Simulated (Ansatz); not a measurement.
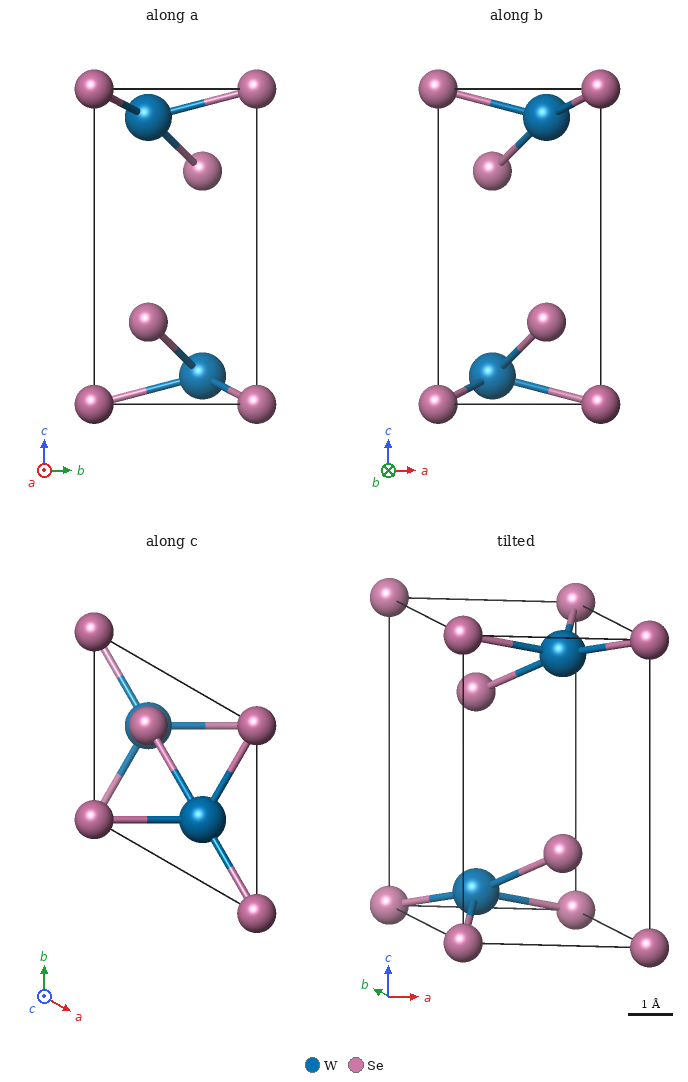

This ball-and-stick model is shown along the a axis, along the b axis, along the c axis and slightly off an axis. The edges of the conventional unit cell are marked.

Lattice parameters: a = 4.3497 Å, b = 4.3497 Å, c = 7.3053 Å, α = 90.000°, β = 90.000°, γ = 120.000°.

### Convert the drawing into a CIF with its space group and independent sites, with free fractional coordinates to two decimals.

```cif
data_structure
_symmetry_space_group_name_H-M 'P -3 m 1'
_symmetry_Int_Tables_number 164
_cell_length_a 4.3497
_cell_length_b 4.3497
_cell_length_c 7.3053
_cell_angle_alpha 90.000
_cell_angle_beta 90.000
_cell_angle_gamma 120.000
_cell_volume 119.70
loop_
_atom_site_label
_atom_site_type_symbol
_atom_site_symmetry_multiplicity
_atom_site_Wyckoff_symbol
_atom_site_fract_x
_atom_site_fract_y
_atom_site_fract_z
_atom_site_occupancy
W1 W 2 d 0.3333 0.6667 0.09 1
Se1 Se 1 a 0.00 0.00 0.00 1
Se2 Se 2 d 0.3333 0.6667 0.74 1
```

Provenance: a textbook structure type filled with these elements (whether it is the usual form wasn't checked). Atoms and cell were optimised with DFT PBE, scalar-relativistic, plane waves, PAW (Ansatz 0.2.0).
